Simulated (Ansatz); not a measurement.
AlH3OSi (charge +1, doublet)

Input file:

```
basis:
  gaussian: {orbitals: def2-TZVPD}
crystal:
  periodic: [false, false, false]
  atoms:
    - {symbol: Al, position_ang: [-1.022506, -2.345210, -3.294623]}
    - {symbol: O, position_ang: [-0.682404, -1.473402, -1.747285]}
    - {symbol: Si, position_ang: [-0.299691, -0.777603, -0.398565]}
    - {symbol: H, position_ang: [-2.370572, -1.806710, -3.936707]}
    - {symbol: H, position_ang: [-0.761949, -1.366010, 0.864393]}
    - {symbol: H, position_ang: [0.563310, 0.409544, -0.427888]}
total_charge: 1
magnetization: {spin_polarized: true, initial_magnetization: 1}
hamiltonian: {xc: pbe0}
output: {forces: true, orbitals: {seedname: orbitals}}
```

Command:

```sh
ansatz run input.yaml --threads 1 --pin off --max-ram 2610MiB --events-out events.jsonl --progress --plain --runs-dir runs
```

Geometry: B3LYP-D3(BJ)/6-311G**.

Computed with Ansatz 0.2.0, isolated molecule in a Gaussian basis; Kohn-Sham density functional theory, functional PBE0.

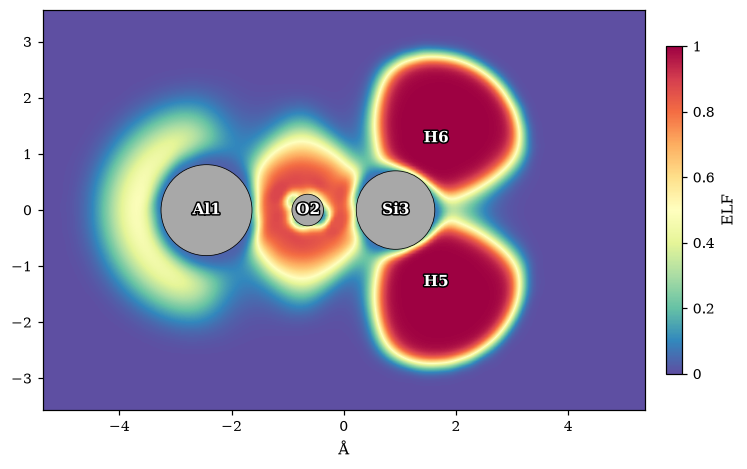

Figure 1. Electron localisation function on the plane of atoms O2, Si3 and H5. Grey discs cover the atomic cores.

**What does the map show?**

Atoms in the plane: Al, O, Si and H.
Si–O (1.57 Å): the ELF peaks at about 0.85 between the atoms: a polar covalent bond.
Al–O (1.81 Å): the ELF peaks at about 0.85 in the valence shell of O, 0.6 Å from its nucleus, and is about 0.45 at the midpoint.
Si–H (1.47 Å): the ELF climbs to about 1 towards the hydrogen, as it does in any bond to H.
The ELF also peaks beside O2, away from the bonds: non-bonding electrons, paired or unpaired.

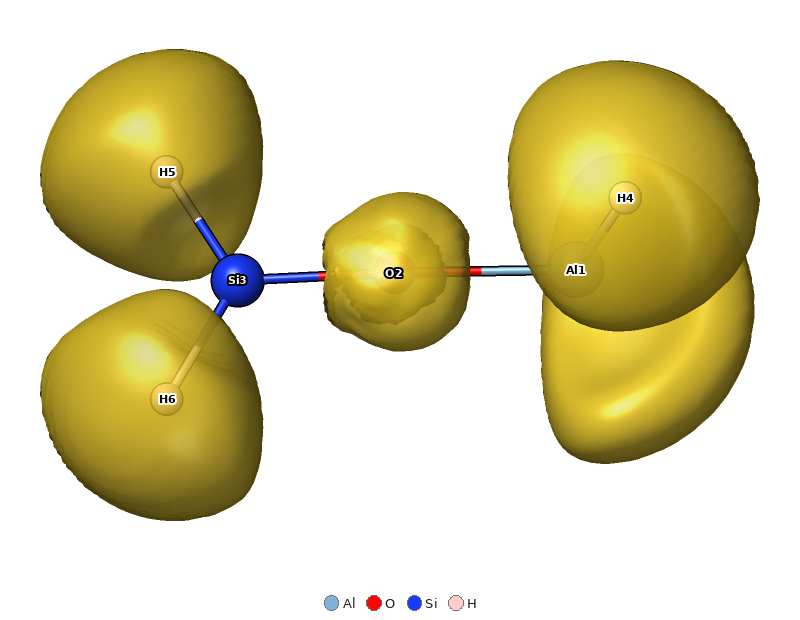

Figure 2. Isosurface of the ELF at 0.8 (yellow), seen at a tilt. Core shells and regions of very low density are left out.

**Identify the bonds, lone pairs and shells in this picture.**

The surface consists of three regions around hydrogen nuclei, one lobe on Al, pointing away from the bonds (non-bonding electrons) and one region wrapped around O (its valence shell).

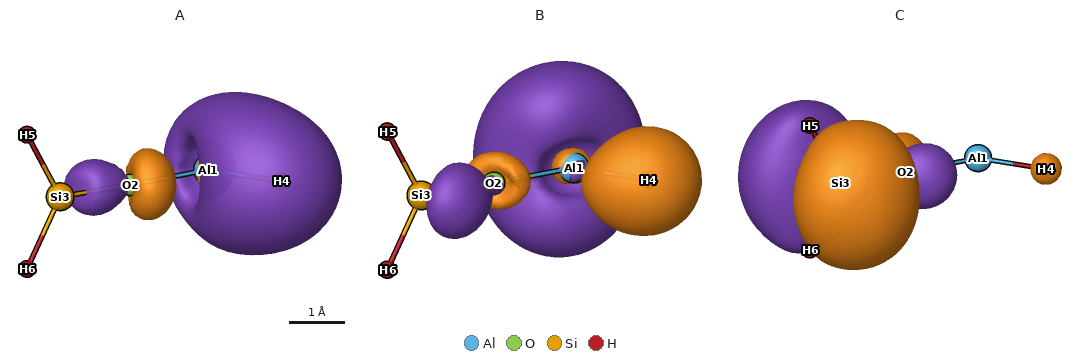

Figure 3. Three frontier orbitals at ±0.1 Å⁻³ᐟ² (orange and purple are the two phases), in no order.

**Which picture is the HOMO−1, the HOMO and the LUMO? All are α orbitals.**

A is the HOMO−1 (α) (−14.78 eV). By Hirshfeld shares it lies mainly on Al1 (about 50 %), H4 (about 45 %) and O2 (about 5 %). B is the HOMO (α) (−10.57 eV). It lies mainly on Al1 (about 75 %) and H4 (about 15 %). C is the LUMO (α) (−8.06 eV). Its weight (Hirshfeld) is mainly on Si3 (about 70 %) and O2 (about 10 %).

**What is the gap between the highest occupied and lowest empty α orbitals?**

2.51 eV between the orbital energies.
